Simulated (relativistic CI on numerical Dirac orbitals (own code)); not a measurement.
# Pt²⁺: one ion under different settings

How much do the settings matter for Pt²⁺? One ion, several inputs.

The numbers are computed with relativistic CI on numerical Dirac orbitals (own code) version 3 (Dirac-Coulomb-Breit CI, KLI orbitals optimised for each configuration, model QED (radiative potential, 1s self-energy scaled to tabulated hydrogen-like ionisation energies), numerical settings as typed), except any that are marked as measured or tabulated.

## (1) What is computed

| Item | Value |
| --- | --- |
| ion | Pt²⁺ (Pt III) |
| nuclear charge | 78 |
| electrons | 76 |
| isotope | A = 195 |

## (2) An attempt

Settings, as recorded:

```ini
atom Pt  Z=78  charge=2  electrons=76
nucleus A=195  rms_radius_fm=5.4270
hamiltonian dirac-coulomb  breit=on  qed=on  c_scale=1
orbitals kli  potential=per-configuration
slater_scale 1
correlation none
mixing on
grid step=0.0125 r_max=86.5
scf mixing=0.4 start=green max_iterations=96 tolerance=2e-08 node_fill=0.05
configurations
  [Kr] 4d10 4f14 5s2 5d11
  [Xe] 4f14 5d7 6s
  [Xe] 4f14 5d6 6s2
  [Xe] 4f14 5d7 6p
  [Xe] 4f14 5d7 6d
end
```

On the command line:

```sh
python run_levels.py task.json out
```

task.json lists these runs, among others, and the program works through them in turn.

Main fields of the result record, rounded:

```text
{
  "status": "refused",
  "warnings": ["configuration [Kr] 4d10 4f14 5s2 5d11: a shell holds more than 4l+2 electrons"]
}
```

Wall time 0.0005 s (1 thread, shared host).

What went wrong: the program refused the input. A shell of angular momentum l holds at most 4l + 2 electrons, and one was typed with more. The input had a shell typed with too many electrons. The cure is to correct the occupation.

## (3) An attempt

Settings: those of step 2 with these lines changed.

```diff
@@ -7,6 +7,6 @@
 mixing on
-grid step=0.0125 r_max=86.5
-scf mixing=0.4 start=green max_iterations=96 tolerance=2e-08 node_fill=0.05
+grid step=0.6 r_max=86.5
+scf mixing=0.4 start=green max_iterations=56 tolerance=2e-08 node_fill=0.05
 configurations
-  [Kr] 4d10 4f14 5s2 5d11
+  [Xe] 4f14 5d8
   [Xe] 4f14 5d7 6s
```

Result record:

```text
{
  "status": "refused",
  "warnings": ["the grid has 31 points, outside 40 to 4096"]
}
```

Run time: 0.0004 s. Hardware: 1 thread, shared host.

Cause: the program refused the input. Step and end of the grid give a number of points outside the range that the program accepts. The input had grid step 0.6. The cure is to go back to a usual grid step.

## (4) With the usual settings

Settings: those of step 3 with these lines changed.

```diff
@@ -7,4 +7,4 @@
 mixing on
-grid step=0.6 r_max=86.5
-scf mixing=0.4 start=green max_iterations=56 tolerance=2e-08 node_fill=0.05
+grid step=0.0125 r_max=86.5
+scf mixing=0.4 start=green max_iterations=150 tolerance=2e-08 node_fill=0.05
 configurations
```

Result record:

```text
{
  "status": "converged",
  "levels [i, E_cm, J2, conf, term, w_term, w_jj]": [
    [0, 0, 8, "5d8", "3F", 0.9534, 0.9029],
    [1, 6477.0324, 4, "5d8", "1D", 0.409, 0.8648],
    [2, 8812.1164, 6, "5d8", "3F", 0.9774, 0.9774],
    [3, 14056.166, 4, "5d8", "3F", 0.4835, 0.7282],
    [4, 17000.477, 0, "5d8", "3P", 0.8116, 0.6363],
    [5, 17724.444, 2, "5d8", "3P", 0.8547, 0.8547],
    [6, 20316.795, 10, "5d7 6s", "5F", 0.9111, 0.7563],
    [7, 23016.842, 8, "5d8", "1G", 0.8489, 0.8062],
    [8, 23929.822, 4, "5d8", "1D", 0.5096, 0.7626],
    [9, 26472.425, 8, "5d7 6s", "5F", 0.8745, 0.652],
    [10, 30545.142, 6, "5d7 6s", "5F", 0.895, 0.5183],
    [11, 32742.348, 4, "5d7 6s", "5F", 0.8434, 0.354],
    [12, 33957.258, 2, "5d7 6s", "5F", 0.8005, 0.4358],
    [13, 38184.243, 6, "5d7 6s", "5P", 0.8475, 0.519],
    "... 16 more rows left out ..."
  ],
  "total_energy [Ha]": -18399.130248,
  "n_levels_all": 359,
  "overlap": 1.45298e-11,
  "scf_iterations": [12, 13, 13, 13, 13],
  "orbital_energies [Ha]": {"1s": -2874.61, "2s": -505.25, "2p1/2": -484.257, "2p3/2": -420.886, "3s": -119.399, "3p1/2": -109.978, "3p3/2": -96.0456, "3d3/2": -80.3683, "3d5/2": -77.3673, "4s": -26.5216, "4p1/2": -22.5176, "4p3/2": -19.2105, "4d3/2": -12.6517, "4d5/2": -12.0364, "4f5/2": -3.65645, "4f7/2": -3.53016, "5s": -4.69079, "5p1/2": -3.41808, "5p3/2": -2.87483, "5d3/2": -1.19111, "5d5/2": -1.13663},
  "configurations [conf, odd, states, E_av_Ha, breit_Ha, qed_Ha]": [
    ["5d8", 0, 45, -18433.89692, 20.69, 14.15],
    ["5d7 6s", 0, 240, -18433.7315, 20.69, 14.15],
    ["5d6 6s2", 0, 210, -18433.48904, 20.7, 14.15],
    ["5d7 6p", 1, 720, -18433.45223, 20.69, 14.15],
    ["5d7 6d", 0, 1200, -18433.17762, 20.69, 14.15]
  ],
  "scf_steps of the first configuration [iteration, E_Ha, residual, outer_eigenvalue_Ha]": [
    [1, -18387.98817, 3.57, -3.274],
    [2, -18431.25013, 0.806, -1.54],
    [3, -18433.57733, 0.263, -1.137],
    [4, -18433.85633, 0.149, -1.183],
    [5, -18433.8929, 0.0195, -1.125],
    [6, -18433.89681, 0.00371, -1.141],
    [7, -18433.8976, 0.00632, -1.139],
    [8, -18433.89665, 0.00199, -1.136],
    [9, -18433.89691, 8.14e-05, -1.137],
    [10, -18433.89692, 3.72e-06, -1.137],
    [11, -18433.89692, 1.15e-07, -1.137],
    [12, -18433.89692, 1.87e-08, -1.137]
  ]
}
```

Wall time 0.59 s (1 thread, shared host).

## (5) Breit term off

Settings: those of step 4 with these lines changed.

```diff
@@ -2,3 +2,3 @@
 nucleus A=195  rms_radius_fm=5.4270
-hamiltonian dirac-coulomb  breit=on  qed=on  c_scale=1
+hamiltonian dirac-coulomb  breit=off  qed=on  c_scale=1
 orbitals kli  potential=per-configuration
```

Result record:

```text
{
  "status": "converged",
  "levels [i, E_cm, J2, conf, term, w_term]": [
    [0, 0, 8, "5d8", "3F", 0.9522],
    [1, 6461.7186, 4, "5d8", "1D", 0.4106],
    [2, 9054.4615, 6, "5d8", "3F", 0.9769],
    [3, 14299.311, 4, "5d8", "3F", 0.4834],
    [4, 17128.292, 0, "5d8", "3P", 0.8078],
    [5, 17930.469, 2, "5d8", "3P", 0.8515],
    [6, 20069.348, 10, "5d7 6s", "5F", 0.9076],
    [7, 23211.074, 8, "5d8", "1G", 0.8347],
    "... 22 more rows left out ..."
  ],
  "total_energy [Ha]": -18419.825328,
  "n_levels_all": 359,
  "overlap": 1.45298e-11,
  "scf_iterations": [12, 13, 13, 13, 13],
  "orbital_energies [Ha]": {"1s": -2874.61, "2s": -505.25, "2p1/2": -484.257, "2p3/2": -420.886, "3s": -119.399, "3p1/2": -109.978, "3p3/2": -96.0456, "3d3/2": -80.3683, "3d5/2": -77.3673, "4s": -26.5216, "4p1/2": -22.5176, "4p3/2": -19.2105, "4d3/2": -12.6517, "4d5/2": -12.0364, "4f5/2": -3.65645, "4f7/2": -3.53016, "5s": -4.69079, "5p1/2": -3.41808, "5p3/2": -2.87483, "5d3/2": -1.19111, "5d5/2": -1.13663},
  "configurations [conf, odd, states, E_av_Ha, breit_Ha, qed_Ha]": [
    ["5d8", 0, 45, -18433.89692, 0, 14.15],
    ["5d7 6s", 0, 240, -18433.7315, 0, 14.15],
    ["5d6 6s2", 0, 210, -18433.48904, 0, 14.15],
    ["5d7 6p", 1, 720, -18433.45223, 0, 14.15],
    ["5d7 6d", 0, 1200, -18433.17762, 0, 14.15]
  ],
  "scf_steps of the first configuration [iteration, E_Ha, residual, outer_eigenvalue_Ha]": [
    [1, -18387.98817, 3.57, -3.274],
    [2, -18431.25013, 0.806, -1.54],
    [3, -18433.57733, 0.263, -1.137],
    [4, -18433.85633, 0.149, -1.183],
    [5, -18433.8929, 0.0195, -1.125],
    [6, -18433.89681, 0.00371, -1.141],
    [7, -18433.8976, 0.00632, -1.139],
    [8, -18433.89665, 0.00199, -1.136],
    [9, -18433.89691, 8.14e-05, -1.137],
    [10, -18433.89692, 3.72e-06, -1.137],
    [11, -18433.89692, 1.15e-07, -1.137],
    [12, -18433.89692, 1.87e-08, -1.137]
  ]
}
```

Wall time 0.53 s (1 thread, shared host).

## (6) Speed-of-light factor 0.8, nuclear radius 5.9697

Settings: those of step 5 with these lines changed.

```diff
@@ -1,4 +1,4 @@
 atom Pt  Z=78  charge=2  electrons=76
-nucleus A=195  rms_radius_fm=5.4270
-hamiltonian dirac-coulomb  breit=off  qed=on  c_scale=1
+nucleus A=195  rms_radius_fm=5.9697
+hamiltonian dirac-coulomb  breit=on  qed=on  c_scale=0.8
 orbitals kli  potential=per-configuration
```

Result record:

```text
{
  "status": "converged",
  "levels [i, E_cm, J2, conf, term, w_term]": [
    [0, 0, 10, "5d7 6s", "5F", 0.8602],
    [1, 3143.3354, 4, "5d7 6s", "3P", 0.309],
    [2, 5944.7543, 8, "5d8", "3F", 0.7786],
    [3, 8589.4819, 8, "5d7 6s", "5F", 0.7724],
    [4, 13566.496, 2, "5d7 6s", "3P", 0.3282],
    [5, 13679.452, 6, "5d7 6s", "5F", 0.6516],
    [6, 14800.395, 4, "5d7 6s", "5F", 0.349],
    [7, 16910.418, 0, "5d8", "3P", 0.4666],
    "... 22 more rows left out ..."
  ],
  "total_energy [Ha]": -19221.027938,
  "n_levels_all": 359,
  "overlap": 1.19901e-11,
  "scf_iterations": [13, 15, 13, 13, 13],
  "orbital_energies [Ha]": {"1s": -3076.49, "2s": -561.214, "2p1/2": -537.218, "2p3/2": -421.47, "3s": -133.085, "3p1/2": -122.6, "3p3/2": -96.9395, "3d3/2": -80.8289, "3d5/2": -76.1098, "4s": -30.0049, "4p1/2": -25.5759, "4p3/2": -19.4236, "4d3/2": -12.7273, "4d5/2": -11.7561, "4f5/2": -3.42073, "4f7/2": -3.23273, "5s": -5.35899, "5p1/2": -3.92323, "5p3/2": -2.89434, "5d3/2": -1.18715, "5d5/2": -1.10309},
  "configurations [conf, odd, states, E_av_Ha, breit_Ha, qed_Ha]": [
    ["5d8", 0, 45, -19278.19929, 34.75, 22.55],
    ["5d7 6s", 0, 240, -19278.15576, 34.75, 22.56],
    ["5d6 6s2", 0, 210, -19278.04794, 34.75, 22.56],
    ["5d7 6p", 1, 720, -19277.80143, 34.75, 22.56],
    ["5d7 6d", 0, 1200, -19277.50267, 34.75, 22.55]
  ],
  "scf_steps of the first configuration [iteration, E_Ha, residual, outer_eigenvalue_Ha]": [
    [1, -19217.09179, 3.9, -3.34],
    [2, -19274.20795, 1.08, -1.496],
    [3, -19277.62793, 0.363, -1.101],
    [4, -19278.11545, 0.208, -1.157],
    [5, -19278.19554, 0.0145, -1.093],
    [6, -19278.1981, 0.00374, -1.106],
    [7, -19278.19985, 0.00511, -1.106],
    [8, -19278.19893, 0.00244, -1.102],
    [9, -19278.19929, 3.82e-05, -1.103],
    [10, -19278.19929, 9.06e-06, -1.103],
    [11, -19278.19929, 4.25e-07, -1.103],
    [12, -19278.19929, 1.03e-07, -1.103],
    [13, -19278.19929, 5.23e-10, -1.103]
  ]
}
```

Wall time 0.61 s (1 thread, shared host).

With a scaled speed of light this is not the real ion; the QED potentials keep the true α and change only through the orbitals.

## (7) Nuclear radius 4.8843

Settings: those of step 6 with these lines changed.

```diff
@@ -1,4 +1,4 @@
 atom Pt  Z=78  charge=2  electrons=76
-nucleus A=195  rms_radius_fm=5.9697
-hamiltonian dirac-coulomb  breit=on  qed=on  c_scale=0.8
+nucleus A=195  rms_radius_fm=4.8843
+hamiltonian dirac-coulomb  breit=on  qed=on  c_scale=1
 orbitals kli  potential=per-configuration
```

Result record:

```text
{
  "status": "converged",
  "levels [i, E_cm, J2, conf, term, w_term]": [
    [0, 0, 8, "5d8", "3F", 0.9534],
    [1, 6475.615, 4, "5d8", "1D", 0.4089],
    [2, 8811.7518, 6, "5d8", "3F", 0.9774],
    [3, 14054.145, 4, "5d8", "3F", 0.4835],
    [4, 16998.037, 0, "5d8", "3P", 0.8116],
    [5, 17721.185, 2, "5d8", "3P", 0.8546],
    [6, 20303.33, 10, "5d7 6s", "5F", 0.9111],
    [7, 23014.69, 8, "5d8", "1G", 0.8486],
    "... 22 more rows left out ..."
  ],
  "total_energy [Ha]": -18399.727169,
  "n_levels_all": 359,
  "overlap": 1.45293e-11,
  "scf_iterations": [12, 13, 13, 13, 13],
  "orbital_energies [Ha]": {"1s": -2874.86, "2s": -505.286, "2p1/2": -484.258, "2p3/2": -420.884, "3s": -119.407, "3p1/2": -109.978, "3p3/2": -96.0452, "3d3/2": -80.3679, "3d5/2": -77.3669, "4s": -26.5236, "4p1/2": -22.5177, "4p3/2": -19.2104, "4d3/2": -12.6516, "4d5/2": -12.0363, "4f5/2": -3.6564, "4f7/2": -3.53011, "5s": -4.69119, "5p1/2": -3.41809, "5p3/2": -2.87481, "5d3/2": -1.19111, "5d5/2": -1.13663},
  "configurations [conf, odd, states, E_av_Ha, breit_Ha, qed_Ha]": [
    ["5d8", 0, 45, -18434.50759, 20.7, 14.16],
    ["5d7 6s", 0, 240, -18434.34223, 20.7, 14.16],
    ["5d6 6s2", 0, 210, -18434.09984, 20.7, 14.16],
    ["5d7 6p", 1, 720, -18434.06291, 20.7, 14.16],
    ["5d7 6d", 0, 1200, -18433.7883, 20.7, 14.16]
  ],
  "scf_steps of the first configuration [iteration, E_Ha, residual, outer_eigenvalue_Ha]": [
    [1, -18388.59647, 3.57, -3.274],
    [2, -18431.86056, 0.806, -1.54],
    [3, -18434.18795, 0.263, -1.137],
    [4, -18434.46699, 0.149, -1.183],
    [5, -18434.50357, 0.0195, -1.125],
    [6, -18434.50748, 0.00371, -1.141],
    [7, -18434.50827, 0.00631, -1.139],
    [8, -18434.50732, 0.00199, -1.136],
    [9, -18434.50758, 8.14e-05, -1.137],
    [10, -18434.50759, 3.73e-06, -1.137],
    [11, -18434.50759, 1.15e-07, -1.137],
    [12, -18434.50759, 1.87e-08, -1.137]
  ]
}
```

Wall time 0.6 s (1 thread, shared host).

The changed nuclear radius is not that of the isotope named.

## (8) End of the grid 129.75

Settings, as recorded:

```ini
atom Pt  Z=78  charge=2  electrons=76
nucleus A=195  rms_radius_fm=5.4270
hamiltonian dirac-coulomb  breit=on  qed=on  c_scale=1
orbitals kli  potential=per-configuration
slater_scale 1
correlation none
mixing on
grid step=0.0125 r_max=129.75
scf mixing=0.4 start=green max_iterations=150 tolerance=2e-08 node_fill=0.05
configurations
  [Xe] 4f14 5d8
  [Xe] 4f14 5d7 6s
  [Xe] 4f14 5d6 6s2
  [Xe] 4f14 5d7 6p
  [Xe] 4f14 5d7 6d
end
```

Result record:

```text
{
  "status": "converged",
  "levels [i, E_cm, J2, conf, term, w_term]": [
    [0, 0, 8, "5d8", "3F", 0.9534],
    [1, 6477.0324, 4, "5d8", "1D", 0.409],
    [2, 8812.1164, 6, "5d8", "3F", 0.9774],
    [3, 14056.166, 4, "5d8", "3F", 0.4835],
    [4, 17000.477, 0, "5d8", "3P", 0.8116],
    [5, 17724.444, 2, "5d8", "3P", 0.8547],
    [6, 20316.795, 10, "5d7 6s", "5F", 0.9111],
    [7, 23016.842, 8, "5d8", "1G", 0.8489],
    "... 22 more rows left out ..."
  ],
  "total_energy [Ha]": -18399.130248,
  "n_levels_all": 359,
  "overlap": 1.45303e-11,
  "scf_iterations": [12, 13, 13, 13, 13],
  "orbital_energies [Ha]": {"1s": -2874.61, "2s": -505.25, "2p1/2": -484.257, "2p3/2": -420.886, "3s": -119.399, "3p1/2": -109.978, "3p3/2": -96.0456, "3d3/2": -80.3683, "3d5/2": -77.3673, "4s": -26.5216, "4p1/2": -22.5176, "4p3/2": -19.2105, "4d3/2": -12.6517, "4d5/2": -12.0364, "4f5/2": -3.65645, "4f7/2": -3.53016, "5s": -4.69079, "5p1/2": -3.41808, "5p3/2": -2.87483, "5d3/2": -1.19111, "5d5/2": -1.13663},
  "configurations [conf, odd, states, E_av_Ha, breit_Ha, qed_Ha]": [
    ["5d8", 0, 45, -18433.89692, 20.69, 14.15],
    ["5d7 6s", 0, 240, -18433.7315, 20.69, 14.15],
    ["5d6 6s2", 0, 210, -18433.48904, 20.7, 14.15],
    ["5d7 6p", 1, 720, -18433.45223, 20.69, 14.15],
    ["5d7 6d", 0, 1200, -18433.17762, 20.69, 14.15]
  ],
  "scf_steps of the first configuration [iteration, E_Ha, residual, outer_eigenvalue_Ha]": [
    [1, -18387.98817, 3.57, -3.274],
    [2, -18431.25013, 0.806, -1.54],
    [3, -18433.57733, 0.263, -1.137],
    [4, -18433.85633, 0.149, -1.183],
    [5, -18433.8929, 0.0195, -1.125],
    [6, -18433.89681, 0.00371, -1.141],
    [7, -18433.8976, 0.00632, -1.139],
    [8, -18433.89665, 0.00199, -1.136],
    [9, -18433.89691, 8.14e-05, -1.137],
    [10, -18433.89692, 3.72e-06, -1.137],
    [11, -18433.89692, 1.15e-07, -1.137],
    [12, -18433.89692, 1.87e-08, -1.137]
  ]
}
```

Run time: 0.6 s. Hardware: 1 thread, shared host.

## (9) The runs side by side

| setting | total energy less usual (Ha) | largest shift of a level among the lowest eight of both runs, same label and place (cm⁻¹) | SCF iterations | time | lowest level | kind of change |
| --- | --- | --- | --- | --- | --- | --- |
| usual | 0 | 0 | 64 | 0.59 s | 5d8 3F4 | - |
| Breit term off | -20.7 | 247 | 64 | 0.53 s | 5d8 3F4 | model term |
| speed-of-light factor 0.8, nuclear radius 5.9697 | -822 | 26300 | 67 | 0.61 s | 5d7 6s 5F5 | unphysical constant |
| nuclear radius 4.8843 | -0.597 | 13.5 | 64 | 0.6 s | 5d8 3F4 | unphysical constant |
| end of the grid 129.75 | 0 | 0 | 64 | 0.6 s | 5d8 3F4 | numerical |

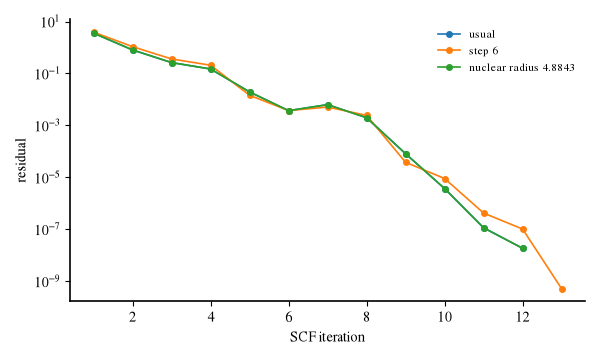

Residual of the first configuration's SCF.

## (10) Summary of results

```
                    quantity           value
lowest level, usual settings         5d8 3F4
                total energy  -18399.1302 Ha
            first excitation     6477.0 cm⁻¹
       runs without a result               2
```

In words: The lowest level changes under «speed-of-light factor 0.8, nuclear radius 5.9697». Among the runs whose levels can be followed, they move most under «speed-of-light factor 0.8, nuclear radius 5.9697» (unphysical constant), by up to 26300 cm⁻¹. No visible change in the result comes from «end of the grid 129.75». Only the listed configurations are in the model. In a near-neutral ion this small CI can misplace whole configurations by 10,000 cm⁻¹ or more, above all where the count of f electrons changes.
